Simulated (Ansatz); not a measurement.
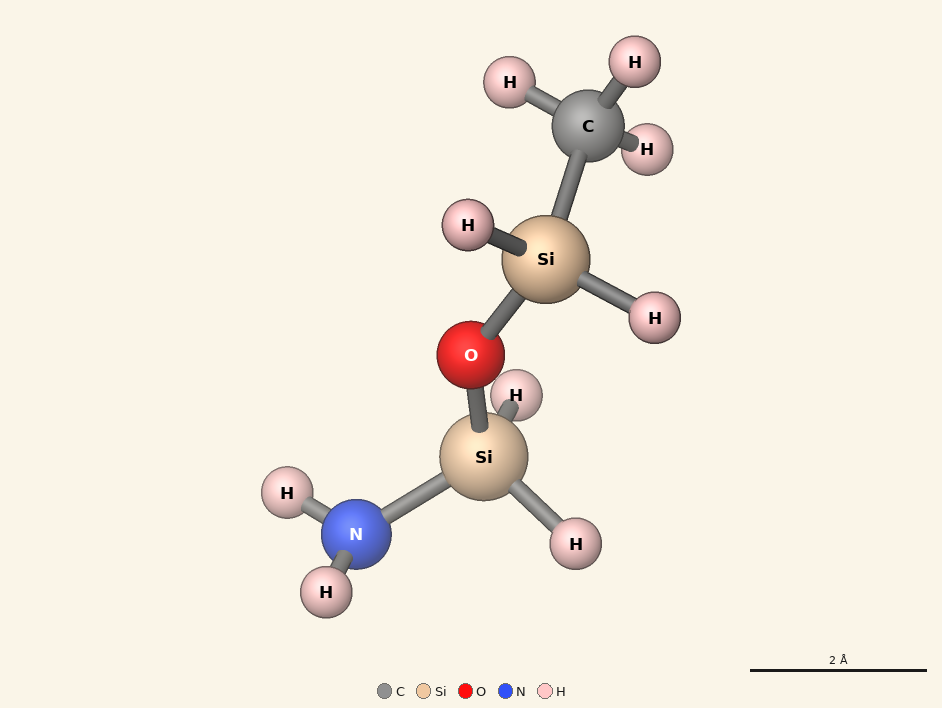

Depth is shown by fading: the farther an atom, the more it takes the colour of the background. The computed structure is the end point of a PBE-D4/def2-SVP optimisation. No frequency run is at hand to confirm it as a minimum. Masses are those of the most abundant isotopes; constants are for the rigid equilibrium geometry.

> Classify the rotor and give the rotational constants (GHz).

An asymmetric top (C1): A = 8.32, B = 1.26, C = 1.20 GHz. Ray's parameter κ is −0.98, close to the prolate limit.
